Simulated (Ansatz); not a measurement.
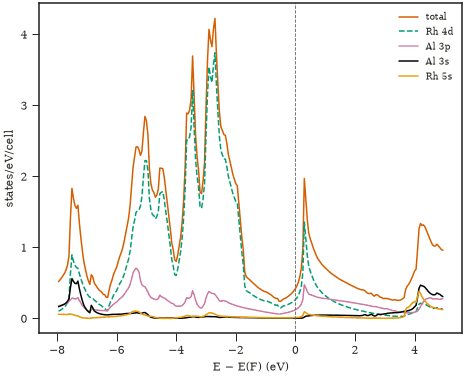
Figure: Total and projected density of states of AlRh (CsCl type, Pm-3m), the program Ansatz at the r²SCAN level (PAW)

Question: Which orbitals carry the states next to the Fermi level?

Answer: Within 0.5 eV of the Fermi level: Rh 4d 64 %, Al 3p 27 %. Projections are on Löwdin-orthogonalised atomic valence shells; empty p or d shells of many metals are not among them.

Question: Where is the tallest occupied peak in this window, and what makes it?

Answer: Near -2.7 eV, about 4.2 states/eV per cell; the largest projected share is Rh 4d.

The first step of the workflow began from a Materials Project structure, measured or hypothetical; the Crystallography Open Database copy checked does not list it. With Al and Rh taken as one species the cell has the higher symmetry Im-3m, so it may be an ordered model of a mixed-site phase. Its standing as an ambient phase is unchecked. The r²SCAN relaxation kept the symmetry of its start; whether a distortion lowers the energy is not shown. No spin polarisation was allowed. Spin–orbit coupling is left out wherever it is not named.

Potentials: the later of the program's two PAW sets.
